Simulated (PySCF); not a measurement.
In(Me)3(OMe2), C5H15InO, singlet at its GFN2-xTB optimised geometry (Å):

```
22

In    -0.2343    -0.0051     0.0000
C      2.0047    -0.0051     0.0000
H      2.3808    -0.8025    -0.6404
H      2.3759    -0.1795     1.0095
H      2.4048     0.9469    -0.3487
C     -1.3267    -1.9008     0.4718
H     -1.1050    -2.6521    -0.2856
H     -2.4048    -1.7468     0.5108
H     -1.0033    -2.2877     1.4374
C     -1.3334     1.9487     0.0000
H     -0.8655     2.6521    -0.6890
H     -1.3162     2.3905     0.9954
H     -2.3744     1.8106    -0.2917
C     -1.8113    -0.3737    -2.9618
O     -0.4831    -0.2811    -2.5021
C      0.3429     0.4723    -3.3586
H     -1.8519    -0.9107    -3.9166
H     -2.3638    -0.9257    -2.2034
H     -2.2563     0.6193    -3.0877
H     -0.0462     1.4877    -3.4917
H      0.4252    -0.0127    -4.3383
H      1.3222     0.5175    -2.8861
```

Calculation: PBE0/def2-SVP, def2 effective core potentials past Kr in PySCF 2.14.0. The core electrons that the potentials of In replace are not part of the density. Cells within 0.4 Å of a nucleus heavier than hydrogen are left out (blank, or x).

Map of the HOMO amplitude (bohr^(-3/2)), clipped to [-0.25, 0.25] on the plane z = 0.0 Å; orbital energy -6.42 eV, overall sign arbitrary:

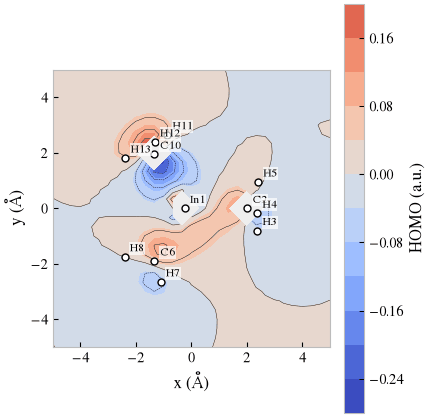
*HOMO amplitude (bohr^(-3/2)), clipped to [-0.25, 0.25] on the plane z = 0.0 Å.*
